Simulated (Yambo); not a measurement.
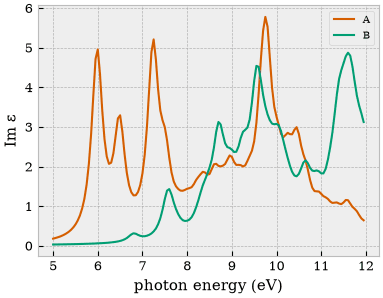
*Two computed absorption spectra of RbBr (rock salt, space group Fm-3m, No. 225) (Yambo, PBEsol bands with the same scissor, field along x)*

Which curve includes the electron-hole attraction (BSE)?

Curve A: the attraction moves weight to lower energy (centre of the plotted range 8.5 eV against 10.0 eV). Settings: 6×6×6 mesh, 3 valence and 7 conduction bands, static screening with 36 bands and a 4 Ry block, scissor 2.58 eV, Tamm-Dancoff. The scissor comes from a G0W0 run whose convergence isn't established. Broadening 0.15 eV. The band window holds all transitions up to 14.0 eV. On this mesh the peak heights and the fine structure are mesh artefacts; only the shift of weight is robust.

Spin-orbit coupling is not included.

Geometry relaxed with PBEsol; primitive cell a = 4.8389 Å, b = 4.8389 Å, c = 4.8389 Å, α = 60.00°, β = 60.00°, γ = 60.00°.
